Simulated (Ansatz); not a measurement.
Fields on a plane of TlHg (CsCl type)

```
TlHg
1.0
    3.74889     0.00000     0.00000
    0.00000     3.74889     0.00000
    0.00000     0.00000     3.74889
Tl Hg
1 1
Direct
  0.50000   0.50000   0.50000
  0.00000   0.00000   0.00000
```

The slice is a {100} plane (indices of the conventional cell) through the point (0.500, 0.500, 0.500) (fractional), spanned by u = [100] and v = [010] in vectors of this cell: u (3.75 Å) and v (3.75 Å, at 90° to u). It covers one period; positions are fractions (u, v).

Atoms on it: Tl at (0.00, 0.00).

Level of theory: PBEsol (plane waves to 420 eV, PAW, scalar-relativistic; Ansatz, an electronic-structure program). k mesh 12×12×12. Inside the PAW spheres the values are not all-electron values, and peaks at nuclei hang on which shells count as valence. Spin-orbit coupling is left out, though Hg and Tl are heavy. TlHg was relaxed with its symmetry unable to fall.

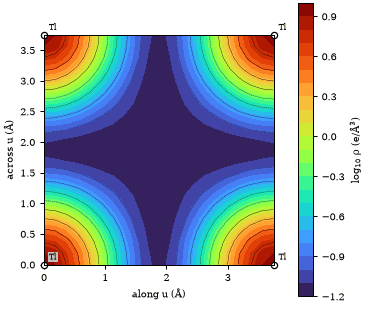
Figure. Log₁₀ of the valence density in e/Å³, one period of the plane, atoms marked. The scale is logarithmic, as a density can span decades between atoms and voids.

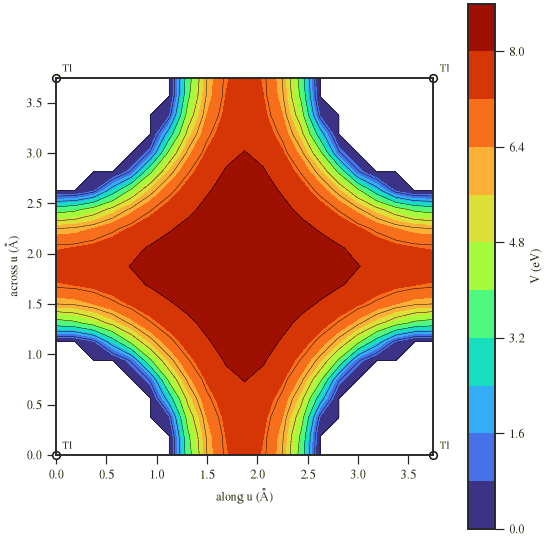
Figure. Electrostatic potential energy of an electron, from the cell's mean, in eV, one period of the plane, atoms marked. Points within 1 Å of a nucleus are left white, as the pseudised field means little there. Values under 0 eV are set to 0. The zero, the cell's mean, hangs on the PAW cores.
